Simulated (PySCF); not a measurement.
**C2H6O2Si2 (SMILES O[SiH2]C#C[SiH2]O): levels of theory compared**

Aim: a comparison of 4 runs (HF/3-21G, PBE0/6-31G, B3LYP/6-31G*, PBE0/def2-SVP) of C2H6O2Si2. The job is set up through a Python script.

The results are computed with PySCF 2.14.0.

**1. The system as given**

C2H6O2Si2 has 12 atoms, charge 0, and is taken as a singlet. As SMILES, `O[SiH2]C#C[SiH2]O`. Geometry: relaxed at PBE0-D4/def2-TZVP. This is one conformer, not always the lowest.

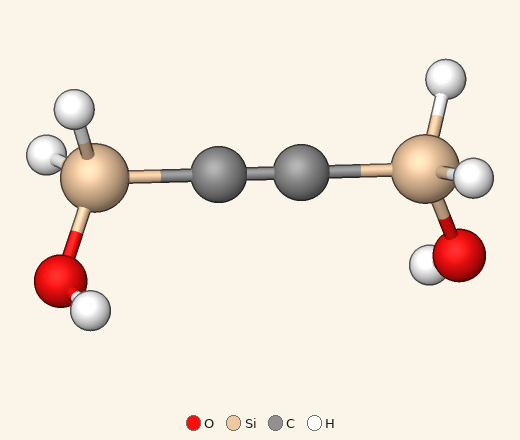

The structure, seen from a chosen angle (oxygen red, silicon light orange, carbon grey, hydrogen white).

**2. Energy and gradient at HF/3-21G (run 1)**

mol.xyz

```xyz
12
C2H6O2Si2
O      2.827800     1.577000     0.554700
Si     2.389100    -0.003200     0.605800
C      0.603900    -0.208700     0.254600
C     -0.586600    -0.334300     0.042700
Si    -2.371800    -0.541700    -0.307400
O     -2.831000     0.348900    -1.606600
H      2.334400     2.197600     1.092800
H      2.636700    -0.611100     1.937400
H      3.183500    -0.683100    -0.438300
H     -2.602500    -1.993800    -0.513100
H     -3.164700    -0.040200     0.834300
H     -2.341900     0.237400    -2.423000
```

input.py

```python
from pyscf import gto

molecule = gto.M(
    atom='mol.xyz',
    max_memory=1860,
    basis='3-21g',
    verbose=3,
    charge=0,
)

mf = molecule.RHF()
mf.conv_tol = 1e-10
mf.kernel()
if not mf.converged:
    mf = mf.newton().run(mf.mo_coeff, mf.mo_occ)

e_tot = mf.e_tot
print(f'total energy: {e_tot:.8f} hartree')
grad = mf.nuc_grad_method().kernel()
mf.analyze()
```

Run with:

```console
OMP_NUM_THREADS=1 python input.py
```

The log of the run:

```text
converged SCF energy = -802.530388696718
[... 13 lines left out ...]
MO #4   energy= -20.4549505098476  occ= 2
[... 6 lines left out ...]
MO #11  energy= -4.25727639561703  occ= 2
[... 6 lines left out ...]
MO #18  energy= -0.807516834110522 occ= 2
[... 6 lines left out ...]
MO #25  energy= -0.549283368297454 occ= 2
[... 6 lines left out ...]
MO #32  energy= 0.108448937904643  occ= 0
[... 6 lines left out ...]
MO #39  energy= 0.283395666633791  occ= 0
[... 6 lines left out ...]
MO #46  energy= 0.468993676856552  occ= 0
[... 6 lines left out ...]
MO #53  energy= 1.03137530211924   occ= 0
[... 6 lines left out ...]
MO #60  energy= 1.33558615525444   occ= 0
[... 6 lines left out ...]
MO #67  energy= 1.86777285342159   occ= 0
[... 6 lines left out ...]
MO #74  energy= 3.14771680801331   occ= 0
[... 13 lines left out ...]
Dipole moment(X, Y, Z, Debye):  0.00617, -0.72783,  0.39736
```

Wall time 3.6 s (1 thread of Intel Xeon at 2.70GHz, shared host); peak memory 0.15 GiB.

**3. Energy and forces at PBE0/6-31G (run 2)**

job.py

```python
import pyscf.grad
from pyscf import gto, dft

system = gto.Mole()
system.atom = '''
O        2.827800       1.577000       0.554700
Si       2.389100      -0.003200       0.605800
C        0.603900      -0.208700       0.254600
C       -0.586600      -0.334300       0.042700
Si      -2.371800      -0.541700      -0.307400
O       -2.831000       0.348900      -1.606600
H        2.334400       2.197600       1.092800
H        2.636700      -0.611100       1.937400
H        3.183500      -0.683100      -0.438300
H       -2.602500      -1.993800      -0.513100
H       -3.164700      -0.040200       0.834300
H       -2.341900       0.237400      -2.423000
'''
system.verbose = 4
system.max_memory = 1860
system.spin = 0
system.basis = '6-31g'
system.build()

mf = dft.RKS(system, xc='pbe0')
mf.conv_tol = 1e-10
mf.grids.level = 5
mf.kernel()
if not mf.converged:
    mf = mf.newton().run(mf.mo_coeff, mf.mo_occ)

etot = mf.e_tot
print('Final energy', etot)
grad = mf.Gradients().kernel()
mf.analyze()
```

Run with:

```console
OMP_NUM_THREADS=1 python job.py
```

The log of the run:

```text
PySCF version 2.14.0

[... 98 lines left out ...]
One-electron Energy =                -1734.513152617479136
[... 8 lines left out ...]
MO #4   energy= -19.2278323382896  occ= 2
[... 6 lines left out ...]
MO #11  energy= -3.72922486659857  occ= 2
[... 6 lines left out ...]
MO #18  energy= -0.633744219867217 occ= 2
[... 6 lines left out ...]
MO #25  energy= -0.407006960136592 occ= 2
[... 6 lines left out ...]
MO #32  energy= -0.0295640405159174 occ= 0
[... 6 lines left out ...]
MO #39  energy= 0.1232930517803    occ= 0
[... 6 lines left out ...]
MO #46  energy= 0.236378132825424  occ= 0
[... 6 lines left out ...]
MO #53  energy= 0.623931738558725  occ= 0
[... 6 lines left out ...]
MO #60  energy= 0.964876979316689  occ= 0
[... 6 lines left out ...]
MO #67  energy= 1.06061695409427   occ= 0
[... 6 lines left out ...]
MO #74  energy= 1.66358657823908   occ= 0
[... 50 lines left out ...]
pop of  4 Si 3py          0.79398
pop of  4 Si 3pz          0.66355
pop of  4 Si 4px          0.02027
pop of  4 Si 4py          0.02337
pop of  4 Si 4pz          0.01621
pop of  5 O 1s            1.99996
pop of  5 O 2s            1.63790
pop of  5 O 3s            0.00315
pop of  5 O 2px           1.77996
pop of  5 O 2py           1.82804
pop of  5 O 2pz           1.43576
pop of  5 O 3px           0.00383
pop of  5 O 3py           0.00463
pop of  5 O 3pz           0.00369
pop of  6 H 1s            0.64918
pop of  6 H 2s            0.01585
pop of  7 H 1s            1.07488
pop of  7 H 2s            0.00410
pop of  8 H 1s            1.05050
pop of  8 H 2s            0.00348
pop of  9 H 1s            1.07488
pop of  9 H 2s            0.00410
pop of  10 H 1s           1.05051
pop of  10 H 2s           0.00348
pop of  11 H 1s           0.64918
pop of  11 H 2s           0.01585
 ** Mulliken atomic charges  **
charge of    0O =     -0.69693
charge of    1Si =      0.74909
charge of    2C =     -0.25417
charge of    3C =     -0.25417
charge of    4Si =      0.74909
charge of    5O =     -0.69692
charge of    6H =      0.33497
charge of    7H =     -0.07898
charge of    8H =     -0.05399
charge of    9H =     -0.07898
charge of   10H =     -0.05399
charge of   11H =      0.33498
Dipole moment(X, Y, Z, Debye):  0.00871, -1.04402,  0.57021
```

It took 41 s on 1 thread of Intel Xeon at 2.70GHz, shared host; peak memory 0.73 GiB.

Run 3 isn't shown in full; the table further down has it.

**4. Energy and forces at PBE0/def2-SVP (run 4)**

job.py

```python
from pyscf import gto, dft

molecule = gto.M(
    atom=[
    ('O', (2.827800, 1.577000, 0.554700)),
    ('Si', (2.389100, -0.003200, 0.605800)),
    ('C', (0.603900, -0.208700, 0.254600)),
    ('C', (-0.586600, -0.334300, 0.042700)),
    ('Si', (-2.371800, -0.541700, -0.307400)),
    ('O', (-2.831000, 0.348900, -1.606600)),
    ('H', (2.334400, 2.197600, 1.092800)),
    ('H', (2.636700, -0.611100, 1.937400)),
    ('H', (3.183500, -0.683100, -0.438300)),
    ('H', (-2.602500, -1.993800, -0.513100)),
    ('H', (-3.164700, -0.040200, 0.834300)),
    ('H', (-2.341900, 0.237400, -2.423000)),
],
    spin=0,
    max_memory=1860,
    basis='def2-svp',
    verbose=3,
)

mf = dft.RKS(molecule, xc='pbe0')
mf.grids.level = 5
mf.conv_tol = 1e-10
mf.kernel()
if not mf.converged:
    mf = mf.newton().run(mf.mo_coeff, mf.mo_occ)

energy = mf.e_tot
print('E(%s) = %.9f' % ('PBE0', energy))
grad = mf.nuc_grad_method().kernel()
mf.analyze()
```

Run with:

```console
OMP_NUM_THREADS=1 python job.py
```

The log of the run:

```text
converged SCF energy = -808.419783378122
[... 10 lines left out ...]
MO #1   energy= -66.2775458659793  occ= 2
[... 10 lines left out ...]
MO #12  energy= -3.70181711976621  occ= 2
[... 10 lines left out ...]
MO #23  energy= -0.413632525445885 occ= 2
[... 10 lines left out ...]
MO #34  energy= 0.054988192442738  occ= 0
[... 10 lines left out ...]
MO #45  energy= 0.23853247774114   occ= 0
[... 10 lines left out ...]
MO #56  energy= 0.509179541648622  occ= 0
[... 10 lines left out ...]
MO #67  energy= 0.819348106595177  occ= 0
[... 10 lines left out ...]
MO #78  energy= 1.07331505256211   occ= 0
[... 10 lines left out ...]
MO #89  energy= 1.52726564136937   occ= 0
[... 10 lines left out ...]
MO #100 energy= 1.7584746789794    occ= 0
[... 10 lines left out ...]
MO #111 energy= 2.55777454267884   occ= 0
[... 10 lines left out ...]
MO #122 energy= 3.69876643198981   occ= 0
[... 13 lines left out ...]
Dipole moment(X, Y, Z, Debye): -0.00015,  0.03560, -0.01979
```

Wall time 56 s (1 thread of Intel Xeon at 2.70GHz, shared host); peak memory 1.3 GiB.

**5. All runs side by side**

| run | level | integration grid | energy (Eh) | dipole moment (D) | HOMO energy (eV) | LUMO energy (eV) | wall time |
| --- | --- | --- | --- | --- | --- | --- | --- |
| 1 | HF/3-21G | – | -802.530389 | 0.83 | -11.04 | 2.95 | 3.6 s |
| 2 | PBE0/6-31G | 5 | -808.563029 | 1.19 | -8.24 | -0.80 | 41 s |
| 3 | B3LYP/6-31G* (spherical functions) | 5 | -809.271645 | 0.08 | -7.73 | -0.88 | 57 s |
| 4 | PBE0/def2-SVP | 5 | -808.419783 | 0.04 | -8.17 | -0.84 | 56 s |

**6. Outcome**

```
                       quantity          value
            run 4: total energy  -808.41978 Eh
           run 4: dipole moment         0.04 D
             run 4: HOMO energy       -8.17 eV
             run 4: LUMO energy       -0.84 eV
           run 4: HOMO–LUMO gap        7.34 eV
run 4: largest force on an atom     0.810 eV/Å
```

In words: The dipole moment (its size) runs from 0.04 D (PBE0/def2-SVP) to 1.19 D (PBE0/6-31G). The two dipoles point in opposite directions. The HOMO–LUMO gap runs from 6.85 eV (B3LYP/6-31G*) to 13.99 eV (HF/3-21G). The two ends differ in method and basis. Totals of different functionals can't be ranked against each other. All runs together took 2.6 min, the longest 57 s.
